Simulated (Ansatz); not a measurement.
# BGeH₅S: one molecule under many settings

Aim: run BGeH₅S under a spread of inputs, and see what each costs and gives.

Computed with Ansatz 0.2.0, Gaussian basis. Level: the settings change from run to run.

## 1. The molecule

An earlier PBE0-D4 in a triple-zeta def2 set relaxation fixed the geometry.

SMILES `B[S][GeH3]`, 8 atoms, charge 0, spin multiplicity 1.

Atoms are counted from 1 here; the program's logs count them from 0.

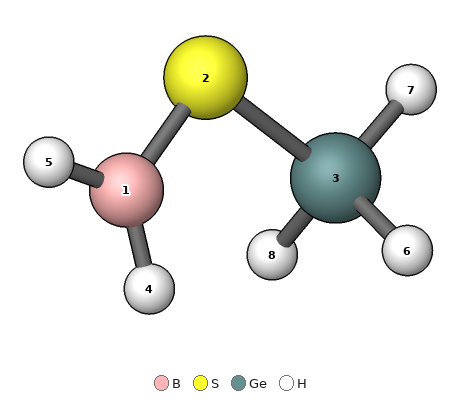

The geometry (boron pink, sulfur yellow, germanium teal, hydrogen white); atoms are numbered from 1 in the order of the file.

## 2. PBE-QIDH/def2-TZVPD

in.yaml reads:

```yaml
crystal:
  periodic: [false, false, false]
  atoms:
    - {symbol: B, position_ang: [-0.825825, 1.149883, -1.024934]}
    - {symbol: S, position_ang: [0.845756, 0.575329, -0.946474]}
    - {symbol: Ge, position_ang: [0.713972, -0.888158, 0.746125]}
    - {symbol: H, position_ang: [-1.668223, 0.743809, -0.281618]}
    - {symbol: H, position_ang: [-1.069857, 1.965751, -1.860251]}
    - {symbol: H, position_ang: [0.270407, -0.143203, 2.010906]}
    - {symbol: H, position_ang: [2.119506, -1.477088, 0.924426]}
    - {symbol: H, position_ang: [-0.293435, -1.983324, 0.375921]}
basis:
  gaussian: {orbitals: def2-TZVPD}
hamiltonian: {xc: {name: PBE-QIDH}}
```

On the command line:

```console
$ ansatz run in.yaml --threads 2 --pin off --events-out ev --progress --plain --max-ram 4352MiB
```

The program printed:

```text
Functional definition: PBE-QIDH
  name "PBE-QIDH"
  cite "Brémond, Sancho-García, Pérez-Jiménez & Adamo, J. Chem. Phys. 141, 031101 (2014) doi:10.1063/1.4890314"
  cite "Perdew, Burke & Ernzerhof, Phys. Rev. Lett. 77, 3865 (1996) doi:10.1103/PhysRevLett.77.3865"
  parameter a = 3^(-1/3)
  parameter c = 1/3
  exchange = (1 - a)*pbe_x + a*exact_x
  correlation = (1 - c)*pbe_c + c*(mp2_os + mp2_ss)
1238 factors; integrals over basis functions are off by at most 8.8e-4 eV
mean field evaluation 1: about -68082.6425 eV, gradient 1.7e1 eV
mean field evaluation 2: about -68082.8108 eV, gradient 1.6e1 eV
mean field evaluation 4: about -68083.6715 eV, gradient 2.4e0 eV
mean field evaluation 8: about -68083.6854 eV, gradient 1.3e-1 eV
mean field evaluation 16: about -68083.6856 eV, gradient 4.3e-4 eV
mean field -68083.68556355 eV, -2502.0292956807 hartree, gradient 1.5e-6 eV, S^2 0.000000; 0 other end points of the search recorded, 0 dependent functions left out
15 core orbitals not correlated: weight in the atoms' cores, before any rotation towards them, 1.000 or more for the frozen orbitals, at most 0.000 for the correlated occupied ones
reference -68083.68558110 eV, -2502.0292963259 hartree; 14, 14 occupied and 153, 153 virtual orbitals, 1238 factors
second order -16.46108991 eV of doubles, -0.00000000 eV of singles
Total energy: -68089.17261107 eV, -2502.2309409580 hartree
```

Run time: 8 s. Hardware: 2 threads of Arm Neoverse V1, shared host; peak memory 0.44 GiB.

## 3. HF/x2c-TZVPPall

This run has charge -1, multiplicity 2, high accuracy.

Changes to in.yaml since step 2:

```diff
@@ -12,3 +12,7 @@
 basis:
-  gaussian: {orbitals: def2-TZVPD}
-hamiltonian: {xc: {name: PBE-QIDH}}
+  gaussian: {orbitals: x2c-TZVPPall}
+total_charge: -1
+magnetization: {spin_polarized: true, initial_magnetization: 1}
+hamiltonian: {xc: {name: HF}}
+accuracy: high
+output: {forces: true}
```

Same command.

The program printed, shortened:

```text
Functional definition: HF
  name "HF"
  cite "Fock, Z. Phys. 61, 126 (1930) doi:10.1007/BF01340294"
  parent pbe
[...]
3248 factors; integrals over basis functions are off by at most 1.2e-8 eV
[...]
mean field -68662.97180235 eV, -2523.3176723026 hartree, gradient 2.3e-8 eV, S^2 0.763014; 0 other end points of the search recorded, 0 dependent functions left out
[...]
reference -68662.97180235 eV, -2523.3176723026 hartree; 30, 29 occupied and 161, 162 virtual orbitals, 3248 factors
Total energy: -68662.97180235 eV, -2523.3176723026 hartree
Relativity: scalar
Atom 0 at    -0.825825     1.149883    -1.024934 Å, force    -2.480522     0.893836    -0.161666 eV/Å
Atom 1 at     0.845756     0.575329    -0.946474 Å, force     2.569615    -1.526256     0.842144 eV/Å
Atom 2 at     0.713972    -0.888158     0.746125 Å, force     0.047268     1.159376    -1.320745 eV/Å
Atom 3 at    -1.668223     0.743809    -0.281618 Å, force    -0.131654    -0.085938     0.141270 eV/Å
Atom 4 at    -1.069857     1.965751    -1.860251 Å, force    -0.045123     0.156810    -0.160728 eV/Å
Atom 5 at     0.270407    -0.143203     2.010906 Å, force    -0.005276    -0.230769     0.187896 eV/Å
Atom 6 at     2.119506    -1.477088     0.924426 Å, force     0.028889    -0.206164     0.222786 eV/Å
Atom 7 at    -0.293435    -1.983324     0.375921 Å, force     0.016804    -0.160893     0.249043 eV/Å
Dipole moment:     0.849969    -1.122582     0.974546 e Å
```

It took 26 s on 2 threads of Arm Neoverse V1, shared host; peak memory 1.1 GiB.

Largest force 3.105 eV/Å, ⟨S²⟩ 0.763.

## 4. BHLYP/def2-mTZVP

This run has D4 dispersion.

Changes to in.yaml since step 3:

```diff
@@ -12,7 +12,3 @@
 basis:
-  gaussian: {orbitals: x2c-TZVPPall}
-total_charge: -1
-magnetization: {spin_polarized: true, initial_magnetization: 1}
-hamiltonian: {xc: {name: HF}}
-accuracy: high
-output: {forces: true}
+  gaussian: {orbitals: def2-mTZVP}
+hamiltonian: {xc: {name: BHLYP}, dispersion: d4}
```

Launched as before.

The program printed:

```text
Functional definition: BHLYP
  name "BHLYP"
  cite "Becke, J. Chem. Phys. 98, 1372 (1993) doi:10.1063/1.464304"
  cite "Becke, Phys. Rev. A 38, 3098 (1988) doi:10.1103/PhysRevA.38.3098"
  cite "Lee, Yang & Parr, Phys. Rev. B 37, 785 (1988) doi:10.1103/PhysRevB.37.785"
  parameter a = 0.5
  exchange = (1 - a)*b88_x + a*exact_x
  correlation = lyp_c
889 factors; integrals over basis functions are off by at most 9.3e-4 eV
mean field evaluation 1: about -68110.1066 eV, gradient 1.9e1 eV
mean field evaluation 2: about -68110.5468 eV, gradient 1.6e1 eV
mean field evaluation 4: about -68111.0405 eV, gradient 8.2e-1 eV
mean field evaluation 8: about -68111.2019 eV, gradient 1.1e-1 eV
mean field evaluation 16: about -68111.2019 eV, gradient 6.3e-5 eV
mean field -68111.20194505 eV, -2503.0405040496 hartree, gradient 6.3e-5 eV, S^2 0.000000; 0 other end points of the search recorded, 0 dependent functions left out
reference -68111.20212548 eV, -2503.0405106803 hartree; 29, 29 occupied and 63, 63 virtual orbitals, 889 factors
Total energy: -68111.42238462 eV, -2503.0486050544 hartree
```

Wall time 1.6 s (2 threads of Arm Neoverse V1, shared host).

## 5. B3LYP/6-31G

Set apart from the defaults: coordinates scaled by 1.05.

in.yaml reads:

```yaml
crystal:
  periodic: [false, false, false]
  atoms:
    - {symbol: B, position_ang: [-0.867116, 1.207377, -1.076181]}
    - {symbol: S, position_ang: [0.888044, 0.604096, -0.993797]}
    - {symbol: Ge, position_ang: [0.749671, -0.932566, 0.783432]}
    - {symbol: H, position_ang: [-1.751634, 0.781000, -0.295699]}
    - {symbol: H, position_ang: [-1.123350, 2.064038, -1.953263]}
    - {symbol: H, position_ang: [0.283927, -0.150363, 2.111451]}
    - {symbol: H, position_ang: [2.225481, -1.550943, 0.970647]}
    - {symbol: H, position_ang: [-0.308107, -2.082490, 0.394717]}
basis:
  gaussian: {orbitals: 6-31G}
hamiltonian: {xc: {name: B3LYP}}
output: {forces: true}
```

The command is unchanged.

The program printed, shortened:

```text
Functional definition: B3LYP
  name "B3LYP"
  cite "Stephens, Devlin, Chabalowski & Frisch, J. Phys. Chem. 98, 11623 (1994) doi:10.1021/j100096a001"
  cite "Becke, Phys. Rev. A 38, 3098 (1988) doi:10.1103/PhysRevA.38.3098"
  cite "Lee, Yang & Parr, Phys. Rev. B 37, 785 (1988) doi:10.1103/PhysRevB.37.785"
  cite "Vosko, Wilk & Nusair, Can. J. Phys. 58, 1200 (1980) doi:10.1139/p80-159"
[...]
676 factors; integrals over basis functions are off by at most 3.5e-4 eV
[...]
mean field -68102.59519762 eV, -2502.7242119155 hartree, gradient 1.9e-5 eV, S^2 0.000000; 0 other end points of the search recorded, 0 dependent functions left out
[...]
reference -68102.59545369 eV, -2502.7242213261 hartree; 29, 29 occupied and 32, 32 virtual orbitals, 676 factors
Total energy: -68102.59545369 eV, -2502.7242213261 hartree
Atom 0 at    -0.867116     1.207377    -1.076181 Å, force    -0.551852     0.329338    -0.183261 eV/Å
Atom 1 at     0.888044     0.604096    -0.993797 Å, force    -0.808842     0.033284     0.237372 eV/Å
Atom 2 at     0.749671    -0.932566     0.783432 Å, force     0.070081    -0.468778     0.504207 eV/Å
Atom 3 at    -1.751634     0.781000    -0.295699 Å, force     0.982775     0.433170    -0.821516 eV/Å
Atom 4 at    -1.123350     2.064038    -1.953263 Å, force     0.311571    -0.952321     0.965958 eV/Å
Atom 5 at     0.283927    -0.150363     2.111451 Å, force     0.276519    -0.473215    -0.803893 eV/Å
Atom 6 at     2.225481    -1.550943     0.970647 Å, force    -0.915553     0.400613    -0.135300 eV/Å
Atom 7 at    -0.308107    -2.082490     0.394717 Å, force     0.635301     0.697909     0.236433 eV/Å
Dipole moment:    -0.091336    -0.253973     0.316982 e Å
```

Wall time 1.6 s (2 threads of Arm Neoverse V1, shared host).

Largest force 1.392 eV/Å, dipole 2.00 D.

## 6. BHLYP/STO-3G

This run has unrestricted orbitals, density fitting with def2-universal-jkfit.

in.yaml reads:

```yaml
crystal:
  periodic: [false, false, false]
  atoms:
    - {symbol: B, position_ang: [-0.825825, 1.149883, -1.024934]}
    - {symbol: S, position_ang: [0.845756, 0.575329, -0.946474]}
    - {symbol: Ge, position_ang: [0.713972, -0.888158, 0.746125]}
    - {symbol: H, position_ang: [-1.668223, 0.743809, -0.281618]}
    - {symbol: H, position_ang: [-1.069857, 1.965751, -1.860251]}
    - {symbol: H, position_ang: [0.270407, -0.143203, 2.010906]}
    - {symbol: H, position_ang: [2.119506, -1.477088, 0.924426]}
    - {symbol: H, position_ang: [-0.293435, -1.983324, 0.375921]}
basis:
  gaussian: {orbitals: STO-3G, fitting: {mean_field: def2-universal-jkfit}}
magnetization: {spin_polarized: true, initial_magnetization: 0}
hamiltonian: {xc: {name: BHLYP}}
```

The command is unchanged.

The program printed:

```text
Functional definition: BHLYP
  name "BHLYP"
  cite "Becke, J. Chem. Phys. 98, 1372 (1993) doi:10.1063/1.464304"
  cite "Becke, Phys. Rev. A 38, 3098 (1988) doi:10.1103/PhysRevA.38.3098"
  cite "Lee, Yang & Parr, Phys. Rev. B 37, 785 (1988) doi:10.1103/PhysRevB.37.785"
  parameter a = 0.5
  exchange = (1 - a)*b88_x + a*exact_x
  correlation = lyp_c
559 factors; integrals over basis functions are off by at most 1.6e-2 eV
mean field evaluation 1: about -67333.5552 eV, gradient 8.5e0 eV
mean field evaluation 2: about -67334.0646 eV, gradient 4.7e0 eV
mean field evaluation 4: about -67334.2287 eV, gradient 2.3e-1 eV
mean field evaluation 8: about -67334.2304 eV, gradient 1.7e-3 eV
mean field -67334.23036807 eV, -2474.4873252461 hartree, gradient 1.2e-5 eV, S^2 0.000000; 0 other end points of the search recorded, 0 dependent functions left out
reference -67334.23048487 eV, -2474.4873295381 hartree; 29, 29 occupied and 8, 8 virtual orbitals, 559 factors
Total energy: -67334.23048487 eV, -2474.4873295381 hartree
```

It took 0.9 s on 2 threads of Arm Neoverse V1, shared host.

⟨S²⟩ 0.000.

## 7. wB97M-V/def2-TZVPP

This run has atoms shaken by 0.03 Å, high accuracy, the search for lower states set to off.

in.yaml reads:

```yaml
crystal:
  periodic: [false, false, false]
  atoms:
    - {symbol: B, position_ang: [-0.812249, 1.158387, -1.005540]}
    - {symbol: S, position_ang: [0.811408, 0.561430, -0.969064]}
    - {symbol: Ge, position_ang: [0.702880, -0.868580, 0.764095]}
    - {symbol: H, position_ang: [-1.632416, 0.768240, -0.289079]}
    - {symbol: H, position_ang: [-1.093955, 1.954026, -1.837539]}
    - {symbol: H, position_ang: [0.320259, -0.165067, 2.022415]}
    - {symbol: H, position_ang: [2.131225, -1.477972, 0.936480]}
    - {symbol: H, position_ang: [-0.323146, -1.961160, 0.394235]}
basis:
  gaussian: {orbitals: def2-TZVPP}
hamiltonian: {xc: {name: wB97M-V}}
accuracy: high
scf: {lower_state_search: off}
```

The command is unchanged.

The program printed, shortened:

```text
Functional definition: wB97M-V
  name "wB97M-V"
  cite "Mardirossian & Head-Gordon, J. Chem. Phys. 144, 214110 (2016) doi:10.1063/1.4952647"
  cite "Becke, J. Chem. Phys. 107, 8554 (1997) doi:10.1063/1.475007"
  cite "Vydrov & Van Voorhis, J. Chem. Phys. 133, 244103 (2010) doi:10.1063/1.3521275"
  # Of w^i u^j: cxij and so on, Table III.
[...]
  gx(w, u) = 1 - cx + cx01*u + cx10*w
  gss(w, u) = css00 + css04*u^4 + css10*w + css20*w^2 + css43*w^4*u^3
  gos(w, u) = cos00 + cos10*w + (cos20 + cos21*u)*w^2 + (cos60 + cos61*u)*w^6
[...]
      + integral(e_c_pw_mod_opposite_spin*gos(b97_w_opposite, b97_u_opposite)) + vv10(b, c)
[...]
3240 factors; integrals over basis functions are off by at most 5.8e-9 eV
467 factors; integrals over basis functions are off by at most 2.6e-9 eV
[...]
mean field -68108.00598421 eV, -2502.9230546553 hartree, gradient 9.5e-8 eV, S^2 0.000000; 0 other end points of the search recorded, 0 dependent functions left out
reference -68108.00598934 eV, -2502.9230548438 hartree; 29, 29 occupied and 162, 162 virtual orbitals, 3240 factors
Total energy: -68108.00598934 eV, -2502.9230548438 hartree
Checks for a lower state left out: stability, starts, cluster_reference, orbital_swaps, neighbouring_geometries, increment
```

It took 42 s on 2 threads of Arm Neoverse V1, shared host; peak memory 1.1 GiB.

## 8. r2SCAN/def2-SVP

Set apart from the defaults: atoms shaken by 0.03 Å.

in.yaml reads:

```yaml
crystal:
  periodic: [false, false, false]
  atoms:
    - {symbol: B, position_ang: [-0.838708, 1.152987, -1.008065]}
    - {symbol: S, position_ang: [0.874464, 0.540560, -0.902971]}
    - {symbol: Ge, position_ang: [0.742220, -0.915789, 0.769174]}
    - {symbol: H, position_ang: [-1.685071, 0.749047, -0.247950]}
    - {symbol: H, position_ang: [-1.081423, 1.980090, -1.893795]}
    - {symbol: H, position_ang: [0.307960, -0.175799, 2.069883]}
    - {symbol: H, position_ang: [2.145594, -1.482045, 0.978789]}
    - {symbol: H, position_ang: [-0.307018, -1.968514, 0.376951]}
basis:
  gaussian: {orbitals: def2-SVP}
hamiltonian: {xc: {name: r2SCAN}}
output: {forces: true}
```

Same command.

The program printed, shortened:

```text
Functional definition: r2SCAN
  name "r2SCAN"
  cite "Furness, Kaplan, Ning, Perdew & Sun, J. Phys. Chem. Lett. 11, 8208 (2020) doi:10.1021/acs.jpclett.0c02405"
  cite "Furness, Kaplan, Ning, Perdew & Sun, J. Phys. Chem. Lett. 11, 9248 (2020) doi:10.1021/acs.jpclett.0c03077"
  parent r2scan
[...]
1000 factors; their error is unknown
[...]
mean field -68099.48806541 eV, -2502.6100269128 hartree, gradient 7.2e-6 eV, S^2 0.000000; 0 other end points of the search recorded, 0 dependent functions left out
[...]
reference -68099.48807554 eV, -2502.6100272853 hartree; 29, 29 occupied and 60, 60 virtual orbitals, 1000 factors
Total energy: -68099.48807554 eV, -2502.6100272853 hartree
Atom 0 at    -0.838708     1.152987    -1.008065 Å, force     0.611169     0.072821    -0.369583 eV/Å
Atom 1 at     0.874464     0.540560    -0.902971 Å, force    -0.695082     0.665808    -0.459933 eV/Å
Atom 2 at     0.742220    -0.915789     0.769174 Å, force    -0.367331     0.038657     0.670234 eV/Å
Atom 3 at    -1.685071     0.749047    -0.247950 Å, force     0.004704     0.024715    -0.023324 eV/Å
Atom 4 at    -1.081423     1.980090    -1.893795 Å, force     0.199734    -0.467034     0.517082 eV/Å
Atom 5 at     0.307960    -0.175799     2.069883 Å, force     0.064102    -0.177305    -0.334915 eV/Å
Atom 6 at     2.145594    -1.482045     0.978789 Å, force     0.042516    -0.119445    -0.083732 eV/Å
Atom 7 at    -0.307018    -1.968514     0.376951 Å, force     0.140189    -0.038218     0.084170 eV/Å
Dipole moment:    -0.016857    -0.210731     0.219875 e Å
```

Run time: 3 s. Hardware: 2 threads of Arm Neoverse V1, shared host.

Largest force 1.067 eV/Å, dipole 1.47 D.

## 9. wB97X-V/def2-TZVP

Options: density fitting with cc-pVTZ-jkfit.

in.yaml reads:

```yaml
crystal:
  periodic: [false, false, false]
  atoms:
    - {symbol: B, position_ang: [-0.825825, 1.149883, -1.024934]}
    - {symbol: S, position_ang: [0.845756, 0.575329, -0.946474]}
    - {symbol: Ge, position_ang: [0.713972, -0.888158, 0.746125]}
    - {symbol: H, position_ang: [-1.668223, 0.743809, -0.281618]}
    - {symbol: H, position_ang: [-1.069857, 1.965751, -1.860251]}
    - {symbol: H, position_ang: [0.270407, -0.143203, 2.010906]}
    - {symbol: H, position_ang: [2.119506, -1.477088, 0.924426]}
    - {symbol: H, position_ang: [-0.293435, -1.983324, 0.375921]}
basis:
  gaussian: {orbitals: def2-TZVP, fitting: {mean_field: cc-pVTZ-jkfit}}
hamiltonian: {xc: {name: wB97X-V}}
output: {forces: true}
```

Launched as before.

The program printed, shortened:

```text
Functional definition: wB97X-V
  name "wB97X-V"
  cite "Mardirossian & Head-Gordon, Phys. Chem. Chem. Phys. 16, 9904 (2014) doi:10.1039/C3CP54374A"
  cite "Becke, J. Chem. Phys. 107, 8554 (1997) doi:10.1063/1.475007"
  cite "Vydrov & Van Voorhis, J. Chem. Phys. 133, 244103 (2010) doi:10.1063/1.3521275"
[...]
      + integral(e_c_pw_opposite_spin*poly(b97_u_opposite, cos0, cos1)) + vv10(b, c)
557 factors; integrals over basis functions are off by at most 3.0e-1 eV
557 factors; integrals over basis functions are off by at most 6.8e-7 eV
[...]
mean field -68105.66219227 eV, -2502.8369218900 hartree, gradient 2.0e-5 eV, S^2 0.000000; 0 other end points of the search recorded, 0 dependent functions left out
[...]
reference -68105.66219018 eV, -2502.8369218134 hartree; 29, 29 occupied and 117, 117 virtual orbitals, 557 factors
Total energy: -68105.66219018 eV, -2502.8369218134 hartree
Atom 0 at    -0.825825     1.149883    -1.024934 Å, force    -0.049599     0.045990    -0.034867 eV/Å
Atom 1 at     0.845756     0.575329    -0.946474 Å, force     0.092223    -0.108220     0.090339 eV/Å
Atom 2 at     0.713972    -0.888158     0.746125 Å, force     0.016605     0.023557    -0.032047 eV/Å
Atom 3 at    -1.668223     0.743809    -0.281618 Å, force    -0.022383    -0.011639     0.020800 eV/Å
Atom 4 at    -1.069857     1.965751    -1.860251 Å, force    -0.029758     0.014119    -0.005806 eV/Å
Atom 5 at     0.270407    -0.143203     2.010906 Å, force     0.013280    -0.028466    -0.048654 eV/Å
Atom 6 at     2.119506    -1.477088     0.924426 Å, force    -0.055670     0.021339    -0.004789 eV/Å
Atom 7 at    -0.293435    -1.983324     0.375921 Å, force     0.035302     0.043319     0.015024 eV/Å
Dipole moment:    -0.008849    -0.197687     0.225555 e Å
```

It took 7.5 s on 2 threads of Arm Neoverse V1, shared host; peak memory 0.38 GiB.

Largest force 0.168 eV/Å, dipole 1.44 D.

## 10. wB97M-V/def2-TZVPP

Options: charge -1, multiplicity 2.

Changes to in.yaml since step 9:

```diff
@@ -12,4 +12,5 @@
 basis:
-  gaussian: {orbitals: def2-TZVP, fitting: {mean_field: cc-pVTZ-jkfit}}
-hamiltonian: {xc: {name: wB97X-V}}
-output: {forces: true}
+  gaussian: {orbitals: def2-TZVPP}
+total_charge: -1
+magnetization: {spin_polarized: true, initial_magnetization: 1}
+hamiltonian: {xc: {name: wB97M-V}}
```

The command is unchanged.

The program printed, shortened:

```text
Functional definition: wB97M-V
  name "wB97M-V"
  cite "Mardirossian & Head-Gordon, J. Chem. Phys. 144, 214110 (2016) doi:10.1063/1.4952647"
  cite "Becke, J. Chem. Phys. 107, 8554 (1997) doi:10.1063/1.475007"
  cite "Vydrov & Van Voorhis, J. Chem. Phys. 133, 244103 (2010) doi:10.1063/1.3521275"
  # Of w^i u^j: cxij and so on, Table III.
[...]
  gx(w, u) = 1 - cx + cx01*u + cx10*w
  gss(w, u) = css00 + css04*u^4 + css10*w + css20*w^2 + css43*w^4*u^3
  gos(w, u) = cos00 + cos10*w + (cos20 + cos21*u)*w^2 + (cos60 + cos61*u)*w^6
[...]
      + integral(e_c_pw_mod_opposite_spin*gos(b97_w_opposite, b97_u_opposite)) + vv10(b, c)
1141 factors; their error is unknown
256 factors; integrals over basis functions are off by at most 1.1e-5 eV
[...]
mean field -68107.57765726 eV, -2502.9073139302 hartree, gradient 5.7e-5 eV, S^2 0.752827; 2 other end points of the search recorded, 0 dependent functions left out
reference -68107.57770564 eV, -2502.9073157082 hartree; 30, 29 occupied and 161, 162 virtual orbitals, 1141 factors
Total energy: -68107.57770564 eV, -2502.9073157082 hartree
```

It took 26 s on 2 threads of Arm Neoverse V1, shared host; peak memory 0.81 GiB.

⟨S²⟩ 0.753.

## 11. All runs side by side

| level | charge | multiplicity | geometry | functions | energy (eV) | time |
| --- | --- | --- | --- | --- | --- | --- |
| PBE-QIDH/def2-TZVPD | 0 | 1 | relaxed | 182 | -68089.173 | 8 s |
| HF/x2c-TZVPPall | -1 | 2 | relaxed | 191 | -68662.972 | 26 s |
| BHLYP/def2-mTZVP | 0 | 1 | relaxed | 92 | -68111.422 | 1.6 s |
| B3LYP/6-31G | 0 | 1 | scaled | 61 | -68102.595 | 1.6 s |
| BHLYP/STO-3G | 0 | 1 | relaxed | 37 | -67334.230 | 0.9 s |
| wB97M-V/def2-TZVPP | 0 | 1 | shaken | 191 | -68108.006 | 42 s |
| r2SCAN/def2-SVP | 0 | 1 | shaken | 89 | -68099.488 | 3 s |
| wB97X-V/def2-TZVP | 0 | 1 | relaxed | 146 | -68105.662 | 7.5 s |
| wB97M-V/def2-TZVPP | -1 | 2 | relaxed | 191 | -68107.578 | 26 s |

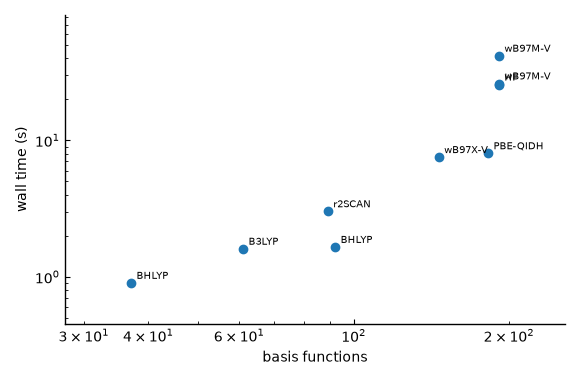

Wall time against the number of basis functions (shared host).

## 12. Results

| quantity | value |
| --- | --- |
| runs | 9 |
| quickest | BHLYP/STO-3G, 0.9 s |
| slowest | wB97M-V/def2-TZVPP, 42 s |
| spread of total energies, same state and geometry | 777.2 eV |

**Reading.** wB97M-V/def2-TZVPP took 46 times as long as BHLYP/STO-3G. The jobs differ in tasks and options as well as level. The totals spread over 777 eV; they can't be compared across methods or bases. At the PBE0-D4/def2-TZVP geometry and in the same state, runs without warnings or point charges leave forces up to 0.17 eV/Å (wB97X-V/def2-TZVP), against 1.4 eV/Å where the atoms were moved.
